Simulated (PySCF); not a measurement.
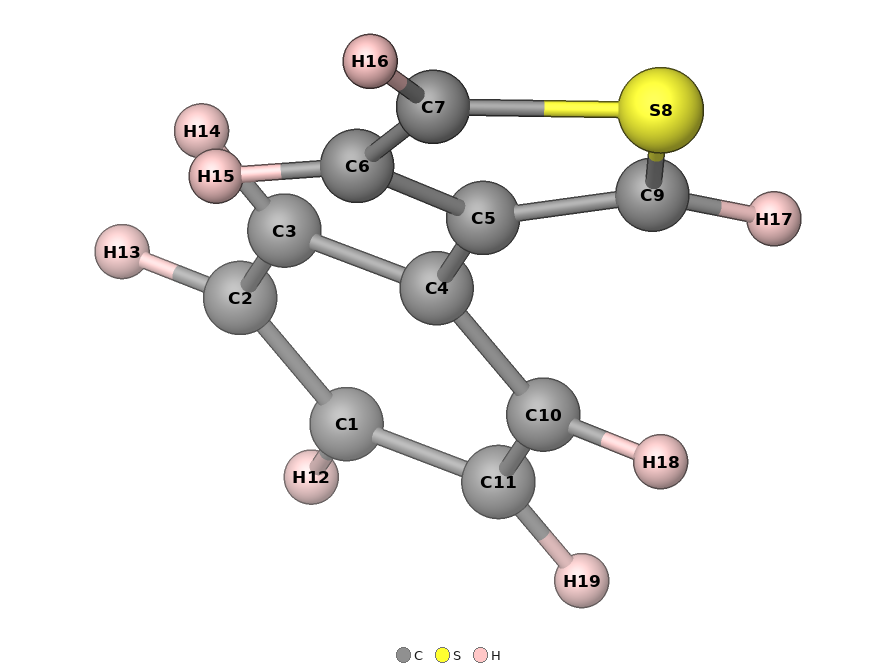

Distant atoms are faded towards the background colour. The geometry was computed by an optimisation with GFN2-xTB. No frequency run is at hand to confirm it as a minimum.

**What is the conformation of the ring C5–C6–C7–S8–C9?**

It is planar. The Cremer–Pople amplitude Q is 0.01 Å.

**Give the torsion angles round the ring, beginning with the bond from its second to its third atom.**

1°, −1°, 0°, 0°, 0°.
